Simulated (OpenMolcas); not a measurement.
**GeH2Cl (SMILES [Cl][GeH2]) at 6 levels**

We compute a comparison of 6 runs (UHF/STO-3G, UB3LYP/6-31G*, UBHLYP/def2-TZVPP, UBLYP/def2-TZVPP, UPBE0/def2-TZVPP, ROMP2/def2-TZVPP) of GeH2Cl. 

The results are computed with OpenMolcas 26.06.

## 1. Starting point

GeH2Cl: 4 atoms, total charge 0, spin state doublet. SMILES: `[Cl][GeH2]`. The shape is that of a PBE0-D4/def2-TZVP optimisation.

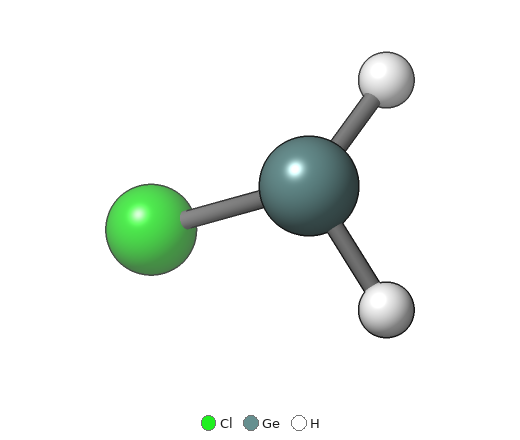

The structure, seen from a chosen angle (chlorine green, germanium teal, hydrogen white).

## 2. Energy and gradient at UHF/STO-3G (run 1)

File coord.xyz:

```xyz
4

Cl    -1.562900     0.305200     0.993500
Ge     0.106700    -0.451100    -0.141600
H      0.072700     0.259600    -1.514200
H      1.383400    -0.113700     0.662300
```

File run.inp:

```
* ClGeH2 Hartree-Fock
&GATEWAY
BasLib
$CurrDir
Coord
coord.xyz
Basis
STO-3G
Group
NoSym
&SEWARD
&SCF
UHF
Spin
2
Thresholds
1e-10 1e-07 1e-07 1e-05
PrOrbitals
1 1
&ALASKA
```

The basis set STO-3G is read from a file made from the Basis Set Exchange's data (not shown).

Launch:

```console
$ export MOLCAS_MEM=1860
$ pymolcas run.inp > run.log
```

The log of the run:

```text
--- Start Module: gateway ---
[...]
--- Stop Module: gateway /rc=_RC_ALL_IS_WELL_ ---
[...]
      Basis functions           29
[...]
--- Start Module: scf ---
[...]
       Convergence after  12 Iterations
[...]
::    Total SCF energy                              -2507.5063363753
[...]
      Total spin, S                                     0.5007925698
[...]
      Total electronic charge=   51.000000
      Total            charge=   -0.000000
[...]
      Dipole Moment (debye):
      Origin of the operator (angstrom)=   -0.4084   -0.2031    0.2111
                   X=  2.3402E+00               Y= -1.4536E+00               Z= -1.6584E+00           Total=  3.2156E+00
      Quadrupole Moment (debye*angstrom):
[...]
--- Stop Module: scf /rc=_RC_ALL_IS_WELL_ ---
--- Start Module: alaska ---
[...]
 *              Molecular gradients               *
 **************************************************
  Irreducible representation: a
 ------------------------------------------------------------------------------------------
                              X                       Y                       Z
 ------------------------------------------------------------------------------------------
  CL1              -2.00570377515774E-03   -6.17918533567519E-05    1.19534816539613E-03
  GE2              -2.99345796009014E-02   -2.42795191371172E-02    1.38867071737039E-02
  H3               -1.67711019498409E-03    1.72015460112478E-02   -3.68515763788828E-02
  H4                3.36173935710784E-02    7.13976497921576E-03    2.17695210397570E-02
 ------------------------------------------------------------------------------------------
--- Stop Module: alaska /rc=_RC_ALL_IS_WELL_ ---
[...]
```

Run time: 1.9 s. Hardware: 1 thread of Arm Neoverse V2, shared host; peak memory 0.37 GiB.

## 3. Energy and forces at UB3LYP/6-31G(d) (Cartesian functions) (run 2)

File job.inp:

```
* ClGeH2 Kohn-Sham DFT

&GATEWAY
 BasLib = $CurrDir
 Coord
 4
 angstrom
 Cl      -1.562900       0.305200       0.993500
 Ge       0.106700      -0.451100      -0.141600
 H        0.072700       0.259600      -1.514200
 H        1.383400      -0.113700       0.662300
 Basis = 6-31Gs
 Group = NoSym

&SEWARD
 GridInput
 Grid=UltraFine
 End of Grid

&SCF
 UHF
 Spin = 2
 KSDFT = B3LYP
 Thresholds = 1e-10 1e-07 1e-07 1e-05
 PrOrbitals = 1 2

&ALASKA
```

The basis set 6-31G* is read from a file made from the Basis Set Exchange's data (not shown).

Launch:

```console
$ export MOLCAS_MEM=1860
$ pymolcas job.inp > job.log
```

The log of the run:

```text
--- Start Module: gateway ---
[...]
--- Stop Module: gateway /rc=_RC_ALL_IS_WELL_ ---
[...]
      Basis functions           58
[...]
--- Start Module: scf ---
[...]
       Convergence after  15 Iterations
[...]
::    Total KS-DFT energy                           -2538.1592302582
[...]
      Total spin, S                                     0.5006150098
[...]
      Total electronic charge=   51.000000
      Total            charge=   -0.000000
[...]
      Dipole Moment (debye):
      Origin of the operator (angstrom)=   -0.4084   -0.2031    0.2111
                   X=  1.5549E+00               Y= -5.2303E-01               Z= -1.0259E+00           Total=  1.9349E+00
      Quadrupole Moment (debye*angstrom):
[...]
--- Stop Module: scf /rc=_RC_ALL_IS_WELL_ ---
[...]
--- Start Module: alaska ---
[...]
 *              Molecular gradients               *
 **************************************************
  Irreducible representation: a
 ------------------------------------------------------------------------------------------
                              X                       Y                       Z
 ------------------------------------------------------------------------------------------
  CL1               8.54171867545972E-03   -4.37459482011171E-03   -5.89548531957362E-03
  GE2              -5.31380463742792E-03    8.44307633757779E-03    4.67260934139091E-03
  H3               -2.08701007139028E-04   -2.42886138286247E-03    2.93684605045907E-03
  H4               -3.01921303090413E-03   -1.63962013459429E-03   -1.71397007231189E-03
 ------------------------------------------------------------------------------------------
--- Stop Module: alaska /rc=_RC_ALL_IS_WELL_ ---
[...]
```

Wall time 15 s (1 thread of Arm Neoverse V2, shared host); peak memory 0.39 GiB.

## 4. Energy and forces at UBHLYP/def2-TZVPP (run 3)

File job.inp:

```
* ClGeH2 Kohn-Sham DFT
>>> EXPORT MOLCAS_PRINT=2

&GATEWAY
 BASLIB=$CurrDir
 BASISSET
 Cl.def2-TZVPP....
 Cl1 -1.562900 0.305200 0.993500 angstrom
 End of Basis
 BASISSET
 Ge.def2-TZVPP....
 Ge2 0.106700 -0.451100 -0.141600 angstrom
 End of Basis
 BASISSET
 H.def2-TZVPP....
 H3 0.072700 0.259600 -1.514200 angstrom
 H4 1.383400 -0.113700 0.662300 angstrom
 End of Basis

&SEWARD
 GRIDINPUT
 Grid=UltraFine
 End of Grid

&SCF
 UHF
 SPIN=2
 KSDFT=HYB_GGA_XC_BHANDHLYP
 THRESHOLDS=1e-10 1e-07 1e-07 1e-05
 PRORBITALS=1 1

&ALASKA
```

The basis set def2-TZVPP is read from a file made from the Basis Set Exchange's data (not shown).

Launch:

```console
$ export MOLCAS_MEM=1860
$ pymolcas job.inp > job.log
```

The log of the run:

```text
--- Start Module: gateway ---
[...]
--- Stop Module: gateway /rc=_RC_ALL_IS_WELL_ ---
[...]
      Basis functions          118
[...]
--- Start Module: scf ---
[...]
       Convergence after  16 Iterations
[...]
::    Total KS-DFT energy                           -2538.3926590305
[...]
      Total spin, S                                     0.5014386141
[...]
      Total electronic charge=   51.000000
      Total            charge=   -0.000000
[...]
      Dipole Moment (debye):
      Origin of the operator (angstrom)=   -0.4084   -0.2031    0.2111
                   X=  1.4683E+00               Y= -6.8211E-01               Z= -1.0010E+00           Total=  1.9034E+00
      Quadrupole Moment (debye*angstrom):
[...]
--- Stop Module: scf /rc=_RC_ALL_IS_WELL_ ---
[...]
--- Start Module: alaska ---
[...]
 *              Molecular gradients               *
 **************************************************
  Irreducible representation: a
 ------------------------------------------------------------------------------------------
                              X                       Y                       Z
 ------------------------------------------------------------------------------------------
  CL1               7.99161094899858E-04   -3.00379555151054E-04   -5.34475308750615E-04
  GE2              -2.89575025839994E-03   -1.64514754382239E-03    1.48646316870327E-03
  H3               -2.64508061051411E-04    1.35212093090242E-03   -2.66373628122363E-03
  H4                2.36109722455602E-03    5.93406168051036E-04    1.71174842121813E-03
 ------------------------------------------------------------------------------------------
--- Stop Module: alaska /rc=_RC_ALL_IS_WELL_ ---
[...]
```

Wall time 49 s (1 thread of Arm Neoverse V2, shared host); peak memory 0.74 GiB.

Runs 4 to 5 aren't shown in full; the table further down has their settings and results.

## 5. A single-point energy at ROMP2/def2-TZVPP (run 6)

File run.inp:

```
* ClGeH2 ROMP2
>>> EXPORT MOLCAS_PRINT=2

&GATEWAY
 BasLib = $CurrDir
 Coord
 4
 bohr
 Cl    -2.95345296     0.57674441     1.87744290
 Ge     0.20163378    -0.85245545    -0.26758522
 H      0.13738309     0.49057290    -2.86142330
 H      2.61424712    -0.21486186     1.25156561
 Basis = def2-TZVPP
 Group = NoSym

&SEWARD

&SCF
 UHF
 Spin = 2
 Thresholds = 1e-10 1e-07 1e-07 1e-05
 PrOrbitals = 1 1

&RASSCF
 FileOrb = $Project.UnaOrb
 Spin = 2
 Nactel = 1 0 0
 Inactive = 25
 Ras2 = 1
 OutOrbitals = Canonical
 OrbListing = Nothing

&CASPT2
 IPEA = 0.0
 Frozen = 14
```

The basis set def2-TZVPP is read from a file made from the Basis Set Exchange's data (not shown).

Launch:

```console
$ export MOLCAS_MEM=1860
$ pymolcas run.inp > run.log
```

The log of the run:

```text
--- Start Module: gateway ---
[...]
--- Stop Module: gateway /rc=_RC_ALL_IS_WELL_ ---
[...]
      Basis functions          118
[...]
       Convergence after  15 Iterations
[...]
::    Total SCF energy                              -2536.0528882515
[...]
      Total spin, S                                     0.5024791707
[...]
--- Start Module: rasscf ---
[...]
      Number of active orbitals                  1
[...]
      Spin quantum number                      0.5
[...]
      Active orbitals                            1
[...]
      Number of CSFs                             1
[...]
      Number of root(s) required                 1
[...]
      Convergence after  8 iterations
[...]
      printout of CI-coefficients larger than  0.05 for root  1
      energy=   -2536.051045
      conf/sym  1     Coeff  Weight
             1  u   1.00000 1.00000
      Natural orbitals and occupation numbers for root  1
      sym 1:   1.000000
      ************************************************************************************************************************
      *                                                    Final results                                                     *
[...]
::    RASSCF root number  1 Total energy:  -2536.05104484
[...]
      Total electronic charge=   51.000000
      Total            charge=   -0.000000
[...]
      Dipole Moment (debye):
      Origin of the operator (angstrom)=   -0.4084   -0.2031    0.2111
                   X=  1.5920E+00               Y= -7.5931E-01               Z= -1.0887E+00           Total=  2.0727E+00
      Quadrupole Moment (debye*angstrom):
[...]
--- Stop Module: rasscf /rc=_RC_ALL_IS_WELL_ ---
[...]
--- Start Module: caspt2 ---
[...]
      E2 (Variational):          -0.4307922916
      Total energy:           -2536.4818371344
[...]
      Reference weight:           0.87785
[...]
::    CASPT2 Root  1     Total energy:  -2536.48183713
[...]
```

It took 28 s on 1 thread of Arm Neoverse V2, shared host; peak memory 0.73 GiB.

## 6. Overview of the runs

```csv
run,level,Cartesian functions,integration grid,energy (Eh),dipole moment (D),HOMO energy (eV),LUMO energy (eV),wall time
1,UHF/STO-3G,no,–,-2507.506336,3.22,-7.45,3.96,1.9 s
2,UB3LYP/6-31G* (Cartesian functions),yes,UltraFine,-2538.159230,1.93,-6.34,-3.66,15 s
3,UBHLYP/def2-TZVPP,no,UltraFine,-2538.392659,1.90,-7.63,-2.48,49 s
4,UBLYP/def2-TZVPP,no,UltraFine,-2538.463344,1.56,-5.30,-4.25,46 s
5,UPBE0/def2-TZVPP,no,UltraFine,-2537.997993,1.77,-6.66,-3.28,47 s
6,ROMP2/def2-TZVPP,no,–,-2536.481837,–,–,–,28 s
```

## 7. Summary of results

| quantity | value |
| --- | --- |
| run 6: total energy | -2536.48184 Eh |

**Reading.** Over runs 1, 2, 3, 4, 5 the dipole moment (its size) runs from 1.56 D (UBLYP/def2-TZVPP) to 3.22 D (UHF/STO-3G). The two ends differ in method and basis. Totals of different functionals can't be ranked against each other. In run 1 the basis is minimal, so the values are rough. All runs together took 3.1 min, the longest 49 s.
